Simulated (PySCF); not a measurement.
# Ru(OH)3: doublet, from a trigonal pyramidal start

Aim: relax Ru(OH)3 as a doublet from a trigonal pyramidal start, check by its vibrations whether the end is a minimum, and collect its spectrum and constants.

Method: PBE0, basis Ru def2-TZVP with ECP28, O def2-TZVP, H def2-TZVP, scalar-relativistic core potentials, no spin–orbit coupling, density fitting; program: PySCF 2.14.0.

## Step 1: The system as given

7 atoms, charge 0, spin multiplicity 2.

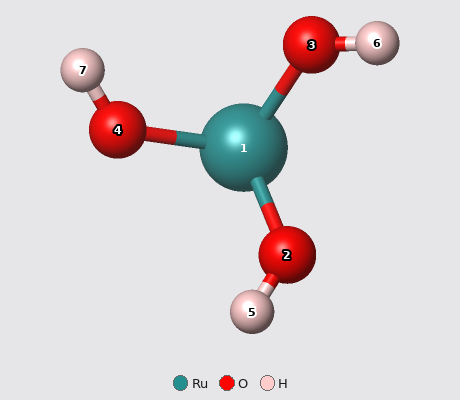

As it starts; ruthenium teal, oxygen red, hydrogen pink; atoms are numbered from 1 in the order of the file.

Coordinates in bohr (charge 0 multiplicity 2):
```
Ru    0.0000    0.0000    0.0000
O     3.1368    0.0000    1.6679
O    -1.5685    2.7167    1.6679
O    -1.5685   -2.7167    1.6679
H     4.1665   -1.3897    2.2153
H    -0.8797    4.3031    2.2153
H    -3.2868   -2.9134    2.2153
```

## Step 2: The SCF at the typed geometry

The steps below are one call of a driver around PySCF. For each, scf.py gives the equivalent set-up of the SCF; relaxations use the driver's own optimiser. After this first run the driver tries any further starts and a stability analysis.

Input file scf.py:

```python
from pyscf import gto, scf, dft
mol = gto.M(atom='''
Ru     0.000000     0.000000     0.000000
O      1.659900     0.000000     0.882600
O     -0.830000     1.437600     0.882600
O     -0.830000    -1.437600     0.882600
H      2.204800    -0.735400     1.172300
H     -0.465500     2.277100     1.172300
H     -1.739300    -1.541700     1.172300''',
    basis={'Ru': 'def2-TZVP', 'O': 'def2-TZVP', 'H': 'def2-TZVP'},
    ecp={'Ru': 'def2-TZVP'},
    charge=0, spin=1)
mf = dft.UKS(mol, xc='PBE0')
mf.grids.atom_grid = (50, 194)
aux = {'Ru': 'def2-universal-JKFIT', 'O': 'def2-universal-JKFIT', 'H': 'def2-universal-JKFIT'}
mf = mf.density_fit(auxbasis=aux)
mf.conv_tol = 1e-08
mf.diis_space = 10
mf.max_cycle = 60
mf.init_guess = 'minao'
mf.verbose = 4
mf.kernel()
```

The run is started by

```
OMP_NUM_THREADS=4 python axn.py task.json out
```

Standard output:

```text
init E= -314.292238104587
[... the frontier-level lines of each cycle are left out ...]
cycle= 1 E= -321.765088903282  delta_E= -7.47  |g|= 0.976  |ddm|= 3.08
cycle= 2 E= -320.443769304509  delta_E= 1.32  |g|= 1.94  |ddm|= 2.58
cycle= 3 E= -322.065033656126  delta_E= -1.62  |g|= 0.515  |ddm|= 2.25
cycle= 4 E= -322.146324527783  delta_E= -0.0813  |g|= 0.223  |ddm|= 0.34
cycle= 5 E= -322.165634694846  delta_E= -0.0193  |g|= 0.0451  |ddm|= 0.19
cycle= 6 E= -322.166461070821  delta_E= -0.000826  |g|= 0.0152  |ddm|= 0.0425
cycle= 7 E= -322.166542957244  delta_E= -8.19e-05  |g|= 0.0129  |ddm|= 0.017
cycle= 8 E= -322.166616668163  delta_E= -7.37e-05  |g|= 0.00478  |ddm|= 0.00994
cycle= 9 E= -322.16664068316  delta_E= -2.4e-05  |g|= 0.00111  |ddm|= 0.00904
cycle= 10 E= -322.166645571238  delta_E= -4.89e-06  |g|= 0.000641  |ddm|= 0.00434
cycle= 11 E= -322.166648398849  delta_E= -2.83e-06  |g|= 0.000426  |ddm|= 0.00402
cycle= 12 E= -322.16664952907  delta_E= -1.13e-06  |g|= 0.000446  |ddm|= 0.00217
cycle= 13 E= -322.166650654831  delta_E= -1.13e-06  |g|= 0.000286  |ddm|= 0.00243
cycle= 14 E= -322.166652226001  delta_E= -1.57e-06  |g|= 0.000183  |ddm|= 0.00467
cycle= 15 E= -322.166653139351  delta_E= -9.13e-07  |g|= 0.000119  |ddm|= 0.00492
cycle= 16 E= -322.166653334954  delta_E= -1.96e-07  |g|= 4.49e-05  |ddm|= 0.00278
cycle= 17 E= -322.166653346942  delta_E= -1.2e-08  |g|= 3.46e-05  |ddm|= 0.000424
cycle= 18 E= -322.1666533534  delta_E= -6.46e-09  |g|= 2.76e-05  |ddm|= 0.000186
Extra cycle  E= -322.166653357331  delta_E= -3.93e-09  |g|= 3.92e-05  |ddm|= 0.000121
converged SCF energy = -322.166653357331  <S^2> = 0.75670865  2S+1 = 2.0066974
```

This step, with its further starts and checks, took 45 s on 4 threads of Arm Neoverse V2, shared host.

Energies from each starting density:

```tsv
start	energy (Eh)
the minimal-basis guess	-322.166653
a thermally smeared density	-322.166653
a smeared PBE density	-322.166653
```

No lower solution of this spin turned up from the other starts or in the test of internal stability.

## Step 3: Trigonal pyramidal start, doublet: relaxation

The program finds C3 symmetry in the start, which this walk keeps. Threshold on the gradient: 0.0003 Eh/bohr, with a further test on the energy change.

scf.py, as its differences from that of step 2:

```diff
@@ -3,7 +3,7 @@
-Ru     0.000000     0.000000     0.000000
-O      1.659900     0.000000     0.882600
-O     -0.830000     1.437600     0.882600
-O     -0.830000    -1.437600     0.882600
-H      2.204800    -0.735400     1.172300
-H     -0.465500     2.277100     1.172300
-H     -1.739300    -1.541700     1.172300''',
+Ru     0.000000    -0.000000    -0.300144
+O      1.659965     0.000000     0.582458
+O     -0.829983     1.437572     0.582455
+O     -0.829983    -1.437572     0.582455
+H      2.204792    -0.735414     0.872158
+H     -0.465510     2.277114     0.872156
+H     -1.739285    -1.541699     0.872154''',
@@ -20 +19,0 @@
-mf.init_guess = 'minao'
```

Energy and gradient, step by step:

```tsv
step	energy (Eh)	change (kJ/mol)	largest symmetric gradient (Eh/bohr)
0	-322.166653	0.00	0.03011
1	-322.175827	-24.08	0.01144
2	-322.181438	-38.82	0.01349
3	-322.182439	-41.44	0.00633
4	-322.183511	-44.26	0.02015
5	-322.185412	-49.25	0.00577
6	-322.186669	-52.55	0.02069
7	-322.188343	-56.95	0.00721
8	-322.190319	-62.13	0.01139
9	-322.192557	-68.01	0.01562
10	-322.195201	-74.95	0.02162
11	-322.198912	-84.70	0.02661
12	-322.205676	-102.45	0.02636
13	-322.217624	-133.82	0.01510
14	-322.223225	-148.53	0.03354
15	-322.228503	-162.39	0.01378
16	-322.229895	-166.04	0.00995
17	-322.230619	-167.94	0.00954
18	-322.231587	-170.48	0.00537
19	-322.232360	-172.51	0.00452
20	-322.232718	-173.45	0.00301
21	-322.232770	-173.59	0.00070
22	-322.232777	-173.61	0.00023
23	-322.232777	-173.61	0.00002
```

The walk took 2.6 min.

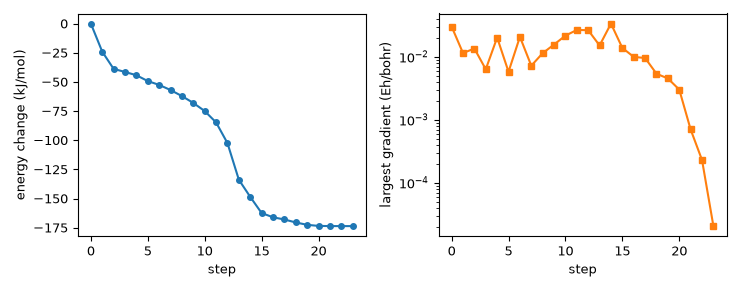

How energy and gradient fall.

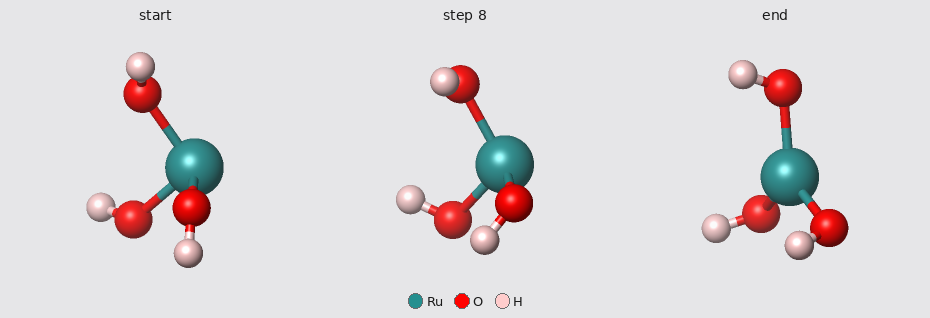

The geometry along the walk, at one scale.

After 23 steps and 173.6 kJ/mol it ends at C3v: O–H 0.966 Å (×3), Ru–O 1.843 Å (×3); H–O–Ru 114.0° (×3), O–Ru–O 120.0° (×3).

## Step 4: Frequencies

On the finer grid the gradient is checked again; gradients at displacements of ±0.02 bohr then give force constants and infrared intensities.

scf.py, as its differences from that of step 3:

```diff
@@ -3,7 +3,7 @@
-Ru     0.000000    -0.000000    -0.300144
-O      1.659965     0.000000     0.582458
-O     -0.829983     1.437572     0.582455
-O     -0.829983    -1.437572     0.582455
-H      2.204792    -0.735414     0.872158
-H     -0.465510     2.277114     0.872156
-H     -1.739285    -1.541699     0.872154''',
+Ru     0.000000    -0.000000    -0.005827
+O      1.814422    -0.318945    -0.037684
+O     -0.630996     1.730808    -0.037687
+O     -1.183426    -1.411863    -0.037687
+H      2.215919    -0.389522     0.838175
+H     -0.770625     2.113804     0.838172
+H     -1.445297    -1.724282     0.838172''',
@@ -14 +14 @@
-mf.grids.atom_grid = (50, 194)
+mf.grids.atom_grid = (75, 302)
@@ -17 +17 @@
-mf.conv_tol = 1e-08
+mf.conv_tol = 1e-10
```

The driver hands on the density of the step before, so the log starts near convergence.

Log of the central SCF (cycles and frontier levels):

```text
init E= -322.232752230357
[... the frontier-level lines of each cycle are left out ...]
cycle= 1 E= -322.232752230265  delta_E= 9.16e-11  |g|= 1.8e-05  |ddm|= 1.37e-05
cycle= 2 E= -322.232752229701  delta_E= 5.64e-10  |g|= 4.29e-05  |ddm|= 3.1e-05
cycle= 3 E= -322.232752230391  delta_E= -6.91e-10  |g|= 9.26e-07  |ddm|= 2.18e-05
cycle= 4 E= -322.232752230392  delta_E= -7.96e-13  |g|= 7.07e-07  |ddm|= 1.43e-06
Extra cycle  E= -322.232752230395  delta_E= -2.39e-12  |g|= 1.03e-06  |ddm|= 2.67e-06
converged SCF energy = -322.232752230395  <S^2> = 0.75328081  2S+1 = 2.0032781
```

The whole step took 3.1 min.

Geometry: C3v; O–H 0.966 Å (×3), Ru–O 1.843 Å (×3); H–O–Ru 114.0° (×3), O–Ru–O 120.0° (×3).

Harmonic modes (main isotopes):

```csv
symmetry,ω (cm⁻¹),IR (km/mol)
e,193,0.0
a1,211,0.8
a2,554,0.0
e,641,97.7
a1,706,0.3
e,714,384
e,892,369
a1,953,16.7
e,3759,84.0
a1,3775,37.3
```

No imaginary mode, so this is a minimum.

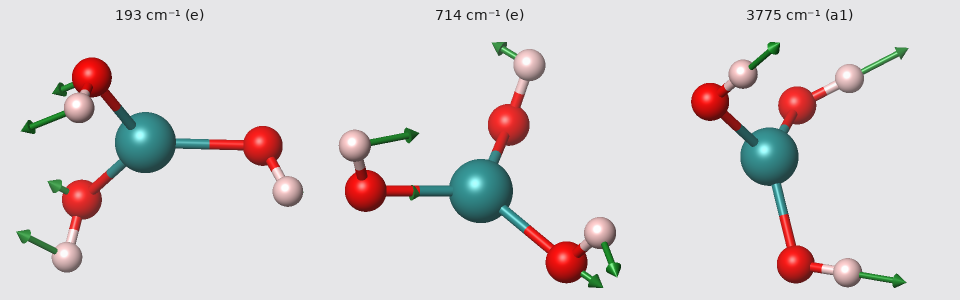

How the atoms move in 3 of the modes.

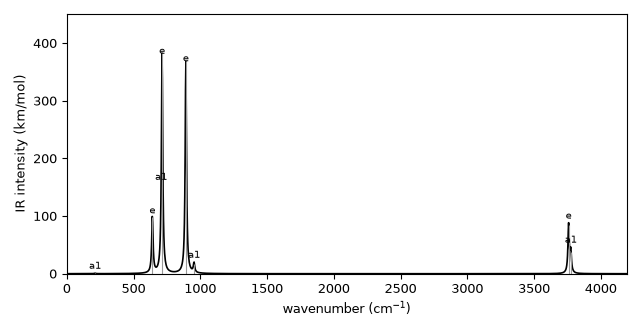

The harmonic infrared spectrum (widths in cm⁻¹). Lines are broadened to a width of 12 cm⁻¹ (Lorentzian).

Properties at this point:

```
Dipole moment                                                   : 3.95 D
Highest occupied level                                          : -6.54 eV
Lowest empty level                                              : -2.90 eV
Rotational constants                                            : 0.1847, 0.1847, 0.09462 cm⁻¹
Zero-point energy                                               : 111.2 kJ/mol
Principal polarisabilities                                      : 35.9, 52.2, 52.2 bohr³
Atomisation energy without zero-point energy                    : 2309 kJ/mol
Principal traceless quadrupole moments about the centre of mass : -2.68, -2.68, 5.35 D Å
Entropy at 298.15 K and 1 bar (electronic part: spin only)      : 313.5 J/(mol K)
Heat capacity Cp at 298.15 K                                    : 85.2 J/(mol K)
Enthalpy at 298.15 K above 0 K                                  : 16.83 kJ/mol
Rotational symmetry number                                      : 3
Spin squared ⟨S²⟩                                               : 0.753
```

Charges (e) and bond orders:

```tsv
atom	Mulliken	Löwdin	polar tensor	spin (Mulliken)	Mayer order to Ru1
Ru1	1.09	0.46	1.42	1.04	–
O2,3,4	-0.69	-0.31	-0.70	-0.01	0.91
H5,6,7	0.33	0.16	0.23	0.00	0.01
```

Mulliken populations on Ru1 (outside its core potential): s 2.32, p 6.18, d 6.39, f 0.02.

## Step 5: Summary of results

| quantity | value |
| --- | --- |
| minimum | doublet, C3v |
| geometry | O–H 0.966 Å (×3), Ru–O 1.843 Å (×3); H–O–Ru 114.0° (×3), O–Ru–O 120.0° (×3) |
| wavenumbers (cm⁻¹) | 193 (e), 211 (a1), 554 (a2), 641 (e), 706 (a1), 714 (e), 892 (e), 953 (a1), 3759 (e), 3775 (a1) |
| dipole moment | 3.95 D |
| highest occupied, lowest empty level (either spin) | -6.54, -2.90 eV |
| polar-tensor charge of Ru1 | +1.42 e |
| zero-point energy | 111.2 kJ/mol |
| entropy at 298.15 K | 313.5 J/(mol K) |
| atomisation energy (no zero-point energy) | 2309 kJ/mol |
| ⟨S²⟩ | 0.753 |

What this shows: The trigonal pyramidal start (C3) ends in a minimum of C3v symmetry. The strongest infrared band lies at 714 cm⁻¹ (e). Most of the spin sits on Ru1 (Mulliken spin 1.04, against 1 for the whole molecule). Other starts or spin states, not run here, may lie lower. One determinant may miss the lowest occupation of an open d or f shell.

The search up to here took 6.5 min.
